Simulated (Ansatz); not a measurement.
A series of calculations on SiN$_{2}$H$_{10}$O$_{2}$

### Relaxation

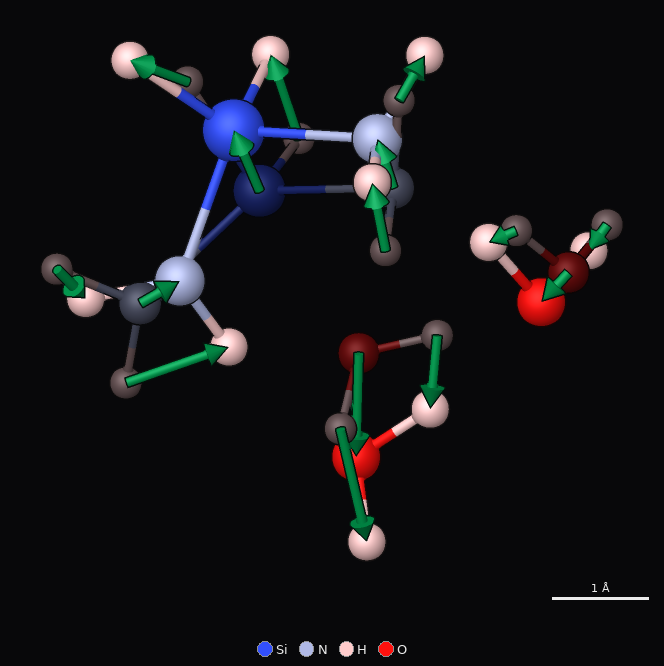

This is a relaxation of SiN₂H₁₀O₂ (started from a transition state, displaced along its imaginary mode). The starting structure is drawn faded, the final one solid; green arrows show the displacements, at their true length. The two geometries are superimposed by the best rigid fit.

The picture is a ball-and-stick view, seen at a tilt.

All numbers below come from Ansatz, RKS PBE0-D4/def2-TZVP. Set-up: force threshold 0.005 eV/Å; at most 200 steps.

**What happened in the run?**

After 27 accepted moves (28 points after the start) the energy has fallen by 47.7 kcal/mol. Largest force component: 12 eV/Å at the start, 0.0044 eV/Å at the end. The line search rejected the trial step at point 15 of the run. The largest move after the best rigid fit is that of an H atom, 1.36 Å. By element the largest moves are H 1.36 Å, O 1.17 Å, Si 0.79 Å, N 0.56 Å. Some distances before and after: O–Si 2.174 → 4.020 Å, H–O 0.839 → 0.985 Å, N–Si 1.735 → 1.694 Å, N–Si 1.786 → 1.751 Å. Among the angles between lasting bonds that change: N–Si–H 98.2° → 114.4°, N–Si–N 120.3° → 108.0°, H–Si–N 96.4° → 106.3°. The run took 2.1 min on 8 threads of Intel Xeon @ 2.50GHz, with other jobs on the host.

### Relaxation

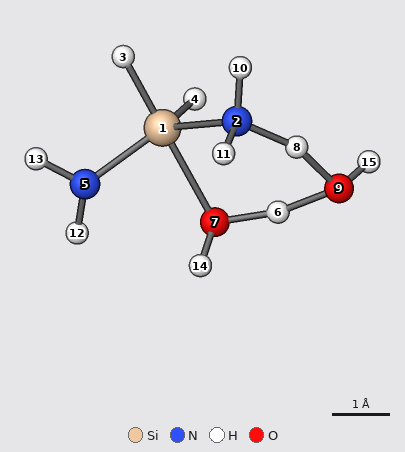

This is the input geometry for a relaxation of SiN₂H₁₀O₂. A ball-and-stick model, seen at a tilt.

Method: RKS BHLYP-D4/def2-SVPD in Ansatz 0.2.0.

Input
```yaml
crystal:
  periodic: [false, false, false]
  atoms:
    - {symbol: Si, position_ang: [-0.734331, 0.194577, -0.636073]}
    - {symbol: N, position_ang: [0.333260, -1.281950, -0.267897]}
    - {symbol: H, position_ang: [-1.409788, -0.488155, -1.821174]}
    - {symbol: H, position_ang: [-1.869666, 0.180009, 0.327017]}
    - {symbol: N, position_ang: [-0.132260, 1.506583, -1.571683]}
    - {symbol: H, position_ang: [0.447036, 0.199548, 1.643633]}
    - {symbol: O, position_ang: [0.235490, 1.039048, 0.882617]}
    - {symbol: H, position_ang: [0.501477, -1.322059, 0.981684]}
    - {symbol: O, position_ang: [0.701643, -0.935336, 2.139037]}
    - {symbol: H, position_ang: [-0.080475, -2.112774, -0.676109]}
    - {symbol: H, position_ang: [1.247791, -1.175654, -0.698323]}
    - {symbol: H, position_ang: [0.104589, 2.401308, -1.177149]}
    - {symbol: H, position_ang: [-0.448049, 1.582966, -2.523901]}
    - {symbol: H, position_ang: [1.079346, 1.432077, 0.642965]}
    - {symbol: H, position_ang: [0.023937, -1.220189, 2.755356]}
basis:
  gaussian: {orbitals: def2-SVPD}
hamiltonian: {xc: {name: BHLYP}, dispersion: d4}
relax: {f_tol: 0.03, max_steps: 60, escape_saddle: false}
```

Command:
```bash
ansatz run in.yaml --threads 8 --pin off --events-out ev --progress --plain --max-ram 19148MiB
```

Predict the outcome.

Answer. The largest move after the best rigid fit is that of H14, 1.50 Å. Largest moves by element: H 1.50 Å, O 1.27 Å, Si 0.91 Å, N 0.62 Å. Some distances before and after: Si1–O7 1.990 → 4.071 Å, N2–H8 1.261 → 1.892 Å, H6–O9 1.264 → 1.802 Å, H8–O9 1.237 → 0.973 Å. Bonds break, among them: H6–O9 (1.26 → 1.80 Å), N2–H8 (1.26 → 1.89 Å), Si1–O7 (1.99 → 4.07 Å). Among the angles between lasting bonds that change: N2–Si1–H3 93.0° → 113.9°, N2–Si1–N5 120.8° → 108.5°, H3–Si1–N5 94.2° → 106.4°. After 25 accepted moves (26 points after the start) the energy has fallen by 103.2 kJ/mol. Largest force component: 0.58 eV/Å at the start, 0.024 eV/Å at the end. The line search rejected the trial step at point 18 of the run. The forces were under the threshold at step 24, but the run went on from there.

The structure at the end:

```xyz
15

Si   -1.0920   -0.3439   -1.2781
N    -0.0271   -1.5977   -0.6595
H    -1.5221   -0.5597   -2.6815
H    -2.2812   -0.4592   -0.3981
N    -0.2507    1.1372   -1.2565
H     0.8773    1.1035    1.7292
O     0.8388    2.0183    1.4180
H     0.5117   -1.0619    1.0733
O     0.7946   -0.6863    1.9252
H    -0.4369   -2.5076   -0.5171
H     0.8562   -1.7058   -1.1337
H     0.1212    1.5624   -0.4181
H    -0.3331    1.7831   -2.0180
H     1.6850    2.4072    1.6144
H     0.2585   -1.0896    2.6005
```

The end point in the same view:

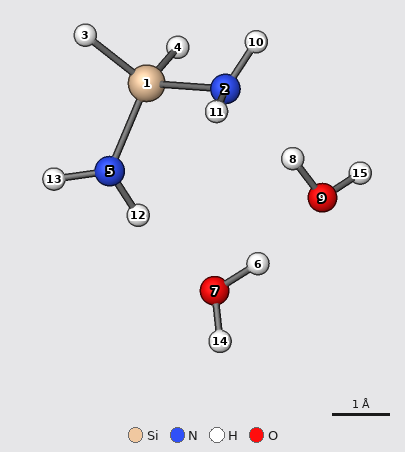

### Reaction

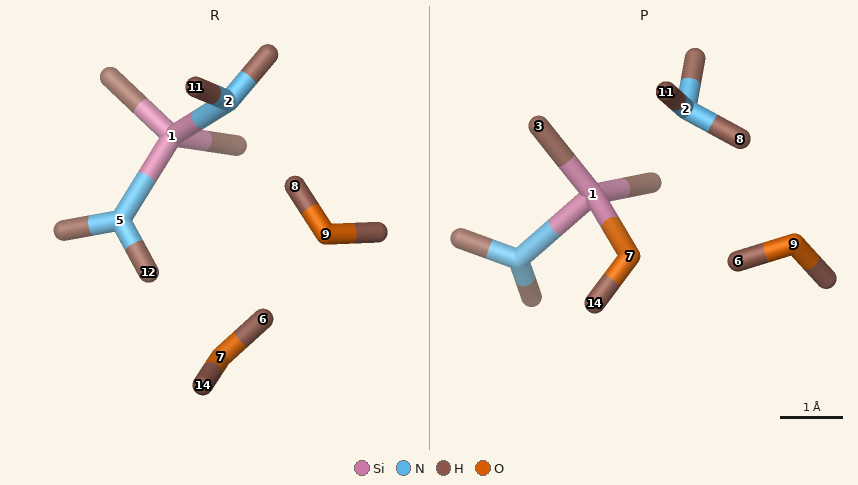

Reactant (R) and product (P) of one elementary step of SiN2H10O2. A stick model, seen at a tilt.

Stationary points at PBE0-D4/def2-TZVP, single-point energies with CCSD(T)/CBS, B2PLYP, r2SCAN0-D4, B97M-V, wB97X-V, r2SCAN-D4 (def2-TZVPP where no basis is named; Ansatz 0.2.0). The energies are electronic, without zero-point or thermal terms, and both ends are the minima reached downhill from the saddle, with any fragments still in contact. CCSD(T)/CBS stands for a frozen-core estimate: MP2 correlation extrapolated from def2-TZVPP and def2-QZVPP, CCSD(T) minus MP2 from the smaller set.

### What is the transition state like, and how high is the barrier?

Counted by bonded pieces, R holds H₂O + H₂O + SiH₆N₂ and P holds H₂O + NH₃ + SiH₅NO. From R over the saddle to P, bonds form: O–Si (4.02 → 1.99 → 1.69 Å), H–N (1.86 → 1.26 → 1.02 Å), H–O (1.78 → 1.26 → 0.98 Å). Bonds break: N–Si (1.75 → 1.86 → 2.29 Å), H–O (0.98 → 1.15 → 1.81 Å), H–O (0.99 → 1.24 → 2.03 Å). The saddle has one imaginary mode, 1136i cm⁻¹. With CCSD(T)/CBS the barrier is 0.93 eV from R and 1.13 eV from P, and P lies 0.19 eV below R.

| level | barrier from R (eV) | barrier from P (eV) | P less R (eV) |
| --- | --- | --- | --- |
| CCSD(T)/CBS | 0.93 | 1.13 | −0.19 |
| B2PLYP | 0.95 | 1.09 | −0.14 |
| r2SCAN0-D4 | 0.77 | 0.97 | −0.21 |
| B97M-V | 0.90 | 1.13 | −0.23 |
| wB97X-V | 0.87 | 1.06 | −0.20 |
| r2SCAN-D4 | 0.66 | 0.86 | −0.21 |

Against CCSD(T)/CBS, B2PLYP comes closest on the barrier from R (+0.02 eV) and r2SCAN-D4 misses most (−0.27 eV).

The saddle point in the same view, with dashed sticks for the bonds that form or break:

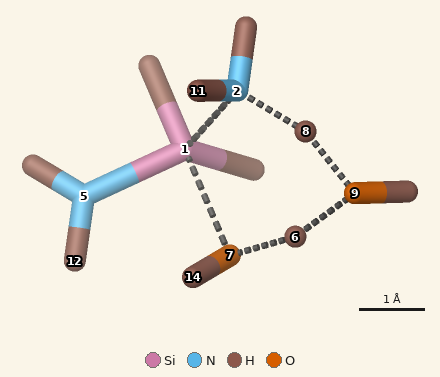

### Reaction

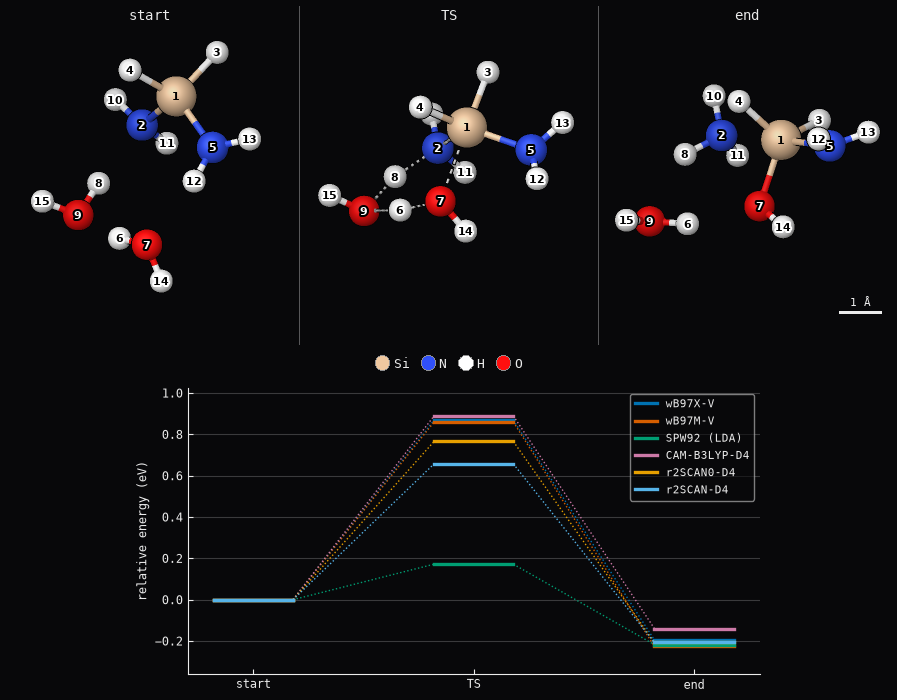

A reaction step of SiN$_{2}$H$_{10}$O$_{2}$, with its energy diagram. Style: ball-and-stick. Shown from a free direction. Dashed sticks mark bonds that form or break.

Stationary points at PBE0-D4/def2-TZVP, single-point energies with wB97X-V, wB97M-V, SPW92 (LDA), CAM-B3LYP-D4, r2SCAN0-D4, r2SCAN-D4 (def2-TZVPP where no basis is named; Ansatz 0.2.0). The energies are electronic, without zero-point or thermal terms, and both ends are the minima reached downhill from the saddle, with any fragments still in contact.

> What happens, and what does it cost?

Counted by bonded pieces, the start holds H₂O + H₂O + SiH₆N₂ and the end holds H₂O + NH₃ + SiH₅NO. From the start over the saddle to the end, bonds form: Si1–O7 (4.02 → 1.99 → 1.69 Å), N2–H8 (1.86 → 1.26 → 1.02 Å), H6–O9 (1.78 → 1.26 → 0.98 Å). Bonds break: Si1–N2 (1.75 → 1.86 → 2.29 Å), H6–O7 (0.98 → 1.15 → 1.81 Å), H8–O9 (0.99 → 1.24 → 2.03 Å). The saddle has one imaginary mode, 1136i cm⁻¹. With wB97X-V the barrier is 0.87 eV from the start and 1.06 eV from the end, and the end lies 0.20 eV below the start.

| level | barrier from the start (eV) | barrier from the end (eV) | the end less the start (eV) |
| --- | --- | --- | --- |
| wB97X-V | 0.87 | 1.06 | −0.20 |
| wB97M-V | 0.86 | 1.09 | −0.23 |
| SPW92 (LDA) | 0.17 | 0.39 | −0.22 |
| CAM-B3LYP-D4 | 0.89 | 1.03 | −0.14 |
| r2SCAN0-D4 | 0.77 | 0.97 | −0.21 |
| r2SCAN-D4 | 0.66 | 0.86 | −0.21 |

### Path

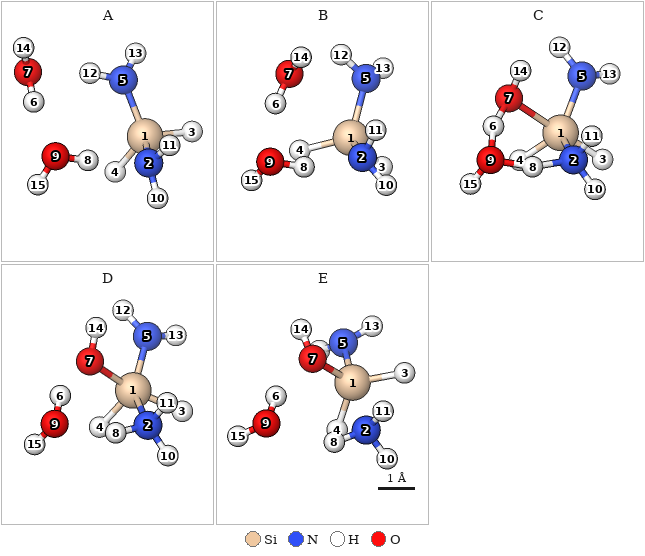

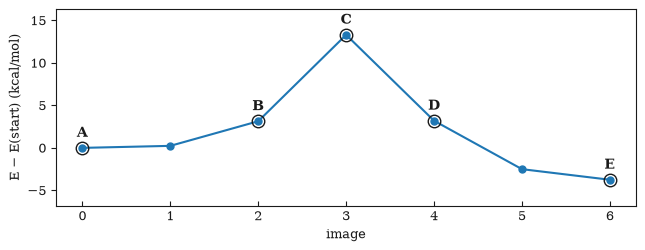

NEB run on SiN$_{2}$H$_{10}$O$_{2}$. Images are numbered from 0 (start) to 6 (end). Frames A to E are images 0, 2, 3, 4, 6. Style: ball-and-stick. Shown at a tilt.

All numbers below come from Ansatz, RKS PBE0-D4/def2-SVP. Set-up: 5 movable images; climbing image.

Question: Describe the mechanism and the energy profile.

Answer: The highest point, image 3, lies 13.3 kcal/mol above the start and 17.1 kcal/mol above the end; the end is at −3.7 kcal/mol relative to the start. Breaking: H6–O7 (0.98 → 1.19 at the top → 1.81 Å), H8–O9 (0.99 → 1.22 at the top → 2.03 Å), Si1–N2 (1.75 → 1.88 at the top → 2.29 Å). Forming: H6–O9 (1.78 → 1.22 at the top → 0.98 Å), N2–H8 (1.86 → 1.28 at the top → 1.02 Å), Si1–O7 (4.02 → 1.98 at the top → 1.69 Å). The band converged in 19 iterations. The largest component of the band force went from 3.8 to 0.041 eV/Å. The climbing image converged on the top of the path. Its curvatures weren't checked. The largest force component is 0.36 eV/Å at the start and 0.53 eV/Å at the end; an end with forces this large is no minimum, and the barrier measured from it can be far off.

Cost: 4.9 min on 8 threads of Intel Xeon @ 2.50GHz, on a shared host.
